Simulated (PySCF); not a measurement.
# C3H5NOSSi: geometry, spin-spin couplings

What spin-spin couplings should C3H5NOSSi (`[SiH3]Sc1ccon1`) show?

Computed with PySCF 2.14.0, with density-fitted response routines of our own, on a single molecule in the gas phase. Atoms are numbered from 0 throughout.

### 1 The molecule as given

12 atoms, charge 0, multiplicity 1; geometry from: GFN2-xTB. The atoms were then displaced at random by about 0.01 Å, so the start is not that level's minimum.

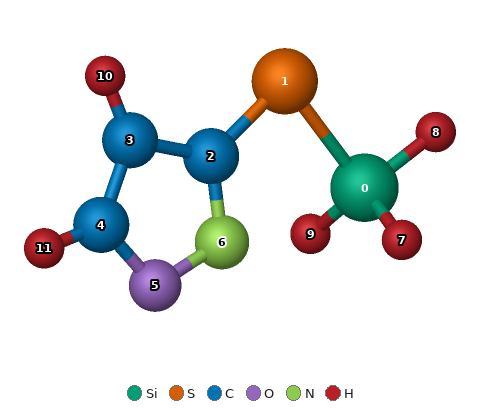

The starting geometry (silicon teal, sulfur orange, carbon blue, oxygen purple, nitrogen green, hydrogen red), atoms numbered.

### 2 Geometry optimisation at PBE0-D3(BJ)/def2-SVP

The job: settings as JSON, then the geometry in Å.

```
{"job": {"xc": "PBE0", "basis": "def2-SVP", "d3": "d3bj", "grid": 1, "shake": 0.01, "kind": "geom"}, "charge": 0, "multiplicity": 1}
Si    -2.395320     0.063870     0.014330
S     -1.055570     0.337540     1.689290
C      0.321990     0.075050     0.711380
C      1.752740     0.072980     1.068700
C      2.334270    -0.198460    -0.119940
O      1.435100    -0.328060    -1.090220
N      0.203660    -0.165520    -0.560960
H     -2.111700     1.159760    -0.936950
H     -3.693590     0.296500     0.712790
H     -2.260660    -1.276490    -0.449510
H      2.134370     0.232570     2.047460
H      3.374390    -0.298010    -0.374750
```

The run is started by

```
OMP_NUM_THREADS=1 python probes_run.py task.json out
```

This one command runs all jobs of the session in turn.

Log:

```text
step   0  E = -934.00974853  max force = 0.051533
step   1  E = -934.01671706  max force = 0.020718
step   2  E = -934.01815496  max force = 0.004960
step   3  E = -934.01828547  max force = 0.002467
step   4  E = -934.01835698  max force = 0.000755
step   5  E = -934.01835990  max force = 0.001304
step   6  E = -934.01836292  max force = 0.000465
step   7  E = -934.01836327  max force = 0.000388
optimisation converged
```

Wall time 59 s (1 thread of Arm Neoverse V1, shared host); peak memory 0.55 GiB.

Along the way:

```csv
step,energy from step 0 (eV),largest force component (eV/Å)
0,0.0000,2.6499
1,-0.1896,1.0654
2,-0.2288,0.2551
3,-0.2323,0.1269
4,-0.2342,0.0388
5,-0.2343,0.0671
6,-0.2344,0.0239
7,-0.2344,0.0200
```

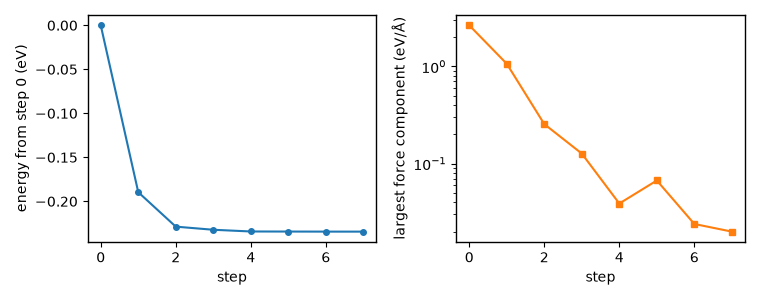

Energy and force, step by step.

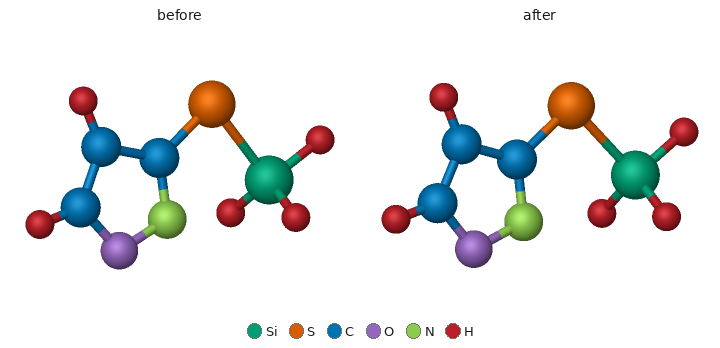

The geometry before (left) and after (right).

Close pairs (by a distance rule), those that changed most:

```csv
bond,before (Å),after (Å),change (Å)
Si0–H9,1.425,1.487,+0.062
C2–C3,1.475,1.427,-0.048
S1–C2,1.710,1.750,+0.040
C3–H10,1.063,1.086,+0.023
O5–N6,1.350,1.364,+0.014
C4–H11,1.075,1.088,+0.013
C2–N6,1.300,1.312,+0.011
Si0–S1,2.162,2.172,+0.009
```

The end geometry stands in the next job.

```csv
at the end point,value
point group (found at 0.08 Å tolerance),Cs
"rotational constants (GHz, main isotopes)","4.448, 1.204, 0.959"
dipole moment (D),1.88
```

### 3 Indirect couplings: B3LYP/6-31G*

The job: settings as JSON, then the geometry in Å.

```
{"job": {"kind": "j", "xc": "B3LYP", "basis": "6-31G*"}, "charge": 0, "multiplicity": 1}
Si    -2.514867     0.094908     0.058954
S     -1.021605     0.302022     1.621972
C      0.408431     0.050478     0.645594
C      1.766264     0.069624     1.082591
C      2.449057    -0.178707    -0.066604
O      1.606227    -0.331748    -1.086957
N      0.325432    -0.187576    -0.641478
H     -2.361223     1.143370    -0.984478
H     -3.775318     0.313144     0.827077
H     -2.501112    -1.272075    -0.526616
H      2.150852     0.241610     2.083386
H      3.507622    -0.273154    -0.301614
```

With the program's defaults for keys left out, this is: B3LYP/6-31G* indirect spin-spin coupling, non-relativistic, gas phase.

Log:

```text
coarse grid: 11760 points
cycle   1  E = -934.9735032304  dE =  1.110e+00  |g| = 4.163e-01  |ddm| = 3.750e+00
cycle   2  E = -934.9445173653  dE =  2.899e-02  |g| = 5.856e-01  |ddm| = 8.048e-01
cycle   3  E = -935.0094943388  dE = -6.498e-02  |g| = 1.381e-01  |ddm| = 4.775e-01
cycle   4  E = -935.0126790760  dE = -3.185e-03  |g| = 6.077e-02  |ddm| = 1.655e-01
cycle   5  E = -935.0136239748  dE = -9.449e-04  |g| = 1.227e-02  |ddm| = 7.102e-02
cycle   6  E = -935.0136558770  dE = -3.190e-05  |g| = 5.366e-03  |ddm| = 1.543e-02
cycle   7  E = -935.0136611840  dE = -5.307e-06  |g| = 1.885e-03  |ddm| = 5.169e-03
final grid: 106360 points
cycle   8  E = -934.9308019845  dE = -9.422e-06  |g| = 5.888e-03  |ddm| = 1.760e-02
cycle   9  E = -934.9307816627  dE =  2.032e-05  |g| = 1.128e-02  |ddm| = 1.557e-02
cycle  10  E = -934.9308098603  dE = -2.820e-05  |g| = 1.181e-03  |ddm| = 1.037e-02
cycle  11  E = -934.9308102082  dE = -3.479e-07  |g| = 1.973e-04  |ddm| = 1.247e-03
cycle  12  E = -934.9308102156  dE = -7.344e-09  |g| = 1.151e-04  |ddm| = 2.970e-04
cycle  13  E = -934.9308102179  dE = -2.345e-09  |g| = 4.536e-05  |ddm| = 1.257e-04
cycle  14  E = -934.9308102184  dE = -5.114e-10  |g| = 8.514e-06  |ddm| = 5.551e-05
converged SCF energy = -934.9308102184

Indirect spin-spin couplings (Hz)
  i      j    bonds     total        FC       PSO       DSO        SD
  0 Si   1 S    1     10.884     9.643     2.941    -0.015    -1.684
  0 Si   2 C    2      0.438     0.314     0.105    -0.023     0.042
  0 Si   3 C    3     -1.773    -1.757    -0.057     0.048    -0.007
  0 Si   4 C    4     -0.191    -0.267     0.015     0.048     0.013
  0 Si   6 N    3      3.167     2.944     0.130     0.026     0.067
  0 Si   7 H    1   -221.593  -221.852     1.025    -0.252    -0.514
  0 Si   8 H    1   -182.069  -182.280     0.880    -0.236    -0.434
  0 Si   9 H    1   -221.184  -221.445     1.025    -0.252    -0.513
  0 Si  11 H    5     -0.445    -0.550    -0.102     0.199     0.007
  1 S    2 C    1    -13.728   -12.116    -1.677     0.065         -
  1 S    3 C    2      4.384     4.833    -0.449     0.001         -
  1 S    4 C    3      0.863     0.846     0.037    -0.021         -
  1 S    6 N    2     -0.318     0.209    -0.055    -0.001    -0.470
  1 S    7 H    2      1.113     1.166     0.003    -0.056         -
  1 S    8 H    2     10.361    10.324     0.057    -0.020         -
  1 S    9 H    2      1.160     1.213     0.003    -0.056         -
  1 S   10 H    3     -0.149    -0.048    -0.098    -0.003         -
  1 S   11 H    4      0.197     0.291     0.006    -0.099         -
  2 C    3 C    1     73.079    76.753    -4.011     0.337         -
  2 C    4 C    2     -1.376    -1.147    -0.289     0.059         -
  2 C    5 O    2      3.687     2.538     1.158    -0.009         -
  2 C    6 N    1     -2.582    -7.320     6.047    -0.133    -1.176
  2 C    7 H    3      0.243     0.311    -0.133     0.065         -
  2 C    8 H    3      4.822     5.186    -0.019    -0.345         -
  2 C    9 H    3      0.192     0.264    -0.133     0.061         -
  2 C   10 H    2      3.011     3.640    -0.470    -0.160         -
  2 C   11 H    3      6.537     6.919     0.131    -0.513         -
  3 C    4 C    1     86.886    93.067    -6.446     0.265         -
  3 C    5 O    2     -1.541    -2.317     0.764     0.012         -
  3 C    6 N    2      1.233     0.668     0.182     0.004     0.379
  3 C    7 H    4     -0.205    -0.110     0.092    -0.187         -
  3 C    8 H    4      0.593     0.769     0.105    -0.281         -
  3 C    9 H    4     -0.193    -0.096     0.092    -0.189         -
  3 C   10 H    1    182.243   181.097     0.117     1.028         -
  3 C   11 H    2      9.424    10.439    -0.528    -0.487         -
  4 C    5 O    1     21.382    13.899     7.631    -0.148         -
  4 C    6 N    2     -0.924    -1.256     1.322     0.016    -1.007
  4 C    8 H    5      0.611     0.801     0.092    -0.282         -
  4 C   10 H    2      7.285     8.426    -0.759    -0.383         -
  4 C   11 H    1    196.347   195.657    -0.389     1.080         -
  5 O    6 N    1    -34.912   -31.889    -3.178     0.070     0.085
  5 O    7 H    5     -0.493    -0.514    -0.012     0.033         -
  5 O    9 H    5     -0.490    -0.513    -0.011     0.034         -
  5 O   10 H    3     -2.699    -2.998    -0.028     0.326         -
  5 O   11 H    2    -16.601   -17.751     1.008     0.141         -
  6 N    7 H    4     -1.675    -1.588     0.055    -0.146     0.004
  6 N    8 H    4     -2.517    -2.647     0.007     0.114     0.009
  6 N    9 H    4     -1.632    -1.546     0.054    -0.144     0.003
  6 N   10 H    3     -0.540    -0.749    -0.056     0.231     0.034
  6 N   11 H    3      0.529     0.119     0.177     0.273    -0.040
  7 H    8 H    2      7.128     8.758     0.193    -1.823         -
  7 H    9 H    2     12.700    14.404     0.170    -1.874         -
  7 H   10 H    5     -0.476    -0.007     0.447    -0.916         -
  7 H   11 H    6     -0.298     0.015     0.492    -0.805         -
  8 H    9 H    2      7.152     8.781     0.194    -1.822         -
  8 H   10 H    5     -0.539     0.065     0.330    -0.934         -
  9 H   10 H    5     -0.482    -0.008     0.448    -0.922         -
  9 H   11 H    6     -0.306     0.011     0.492    -0.808         -
 10 H   11 H    3      1.494     2.118     0.549    -1.174         -
```

It took 18 s on 1 thread of Arm Neoverse V1, shared host; peak memory 0.74 GiB.

This basis has no tight s functions, so the Fermi-contact terms are rough.

Couplings of 1 Hz or more, nine at most for each number of bonds, with means over like pairs (isotopes 13C, 1H, 15N, 17O, 33S, 29Si):

```csv
pair,bonds,J (Hz),Fermi contact (Hz),dihedral (°)
Si0–H7,1,-208.3,-208.5,–
C4–H11,1,196.3,195.7,–
C3–H10,1,182.2,181.1,–
C3–C4,1,86.9,93.1,–
C2–C3,1,73.1,76.8,–
O5–N6,1,-34.9,-31.9,–
C4–O5,1,21.4,13.9,–
S1–C2,1,-13.7,-12.1,–
Si0–S1,1,10.9,9.6,–
O5–H11,2,-16.6,-17.8,–
C3–H11,2,9.4,10.4,–
H7–H8,2,9.0,10.6,–
C4–H10,2,7.3,8.4,–
S1–C3,2,4.4,4.8,–
S1–H7,2,4.2,4.2,–
C2–O5,2,3.7,2.5,–
C2–H10,2,3.0,3.6,–
C3–O5,2,-1.5,-2.3,–
C2–H11,3,6.5,6.9,-180
Si0–N6,3,3.2,2.9,0
O5–H10,3,-2.7,-3.0,-180
Si0–C3,3,-1.8,-1.8,180
C2–H7,3,1.8,1.9,–
H10–H11,3,1.5,2.1,0
N6–H7,4,-1.9,-1.9,–
```

The spin-dipole term was solved for some atoms only; pairs without it lack that part.

The response was solved for the nuclei of C, H, N, Si alone, so couplings that need other nuclei can be missing.

Quadrupole couplings from the field gradients of the same density:

```csv
atom,isotope,eQq/h (MHz),η
S1,33S,-33.7,0.97
O5,17O,-9.808,0.21
N6,14N,5.347,0.62
```

### 4 Summary of results

```
                                    quantity                       value
                                 point group                          Cs
        rotational constants (main isotopes)        4.45, 1.20, 0.96 GHz
largest coupling of the table (B3LYP/6-31G*)  1J(Si,H) Si0–H7, -208.3 Hz
```

**Reading.** Relaxing lowered the energy by 0.234 eV in 7 steps; the close pair that moved most is Si0–H9, from 1.425 to 1.487 Å. No frequency check was run at this level, so the end point may be a saddle. In the run at B3LYP/6-31G*, the largest coupling of the table is Si0–H7 (mean over like pairs), -208.3 Hz, of which the Fermi-contact term gives -208.5 Hz. Couplings across rotatable bonds belong to this one conformer; where others are populated, the observed values are averages. Couplings from bases without tight functions are rough.
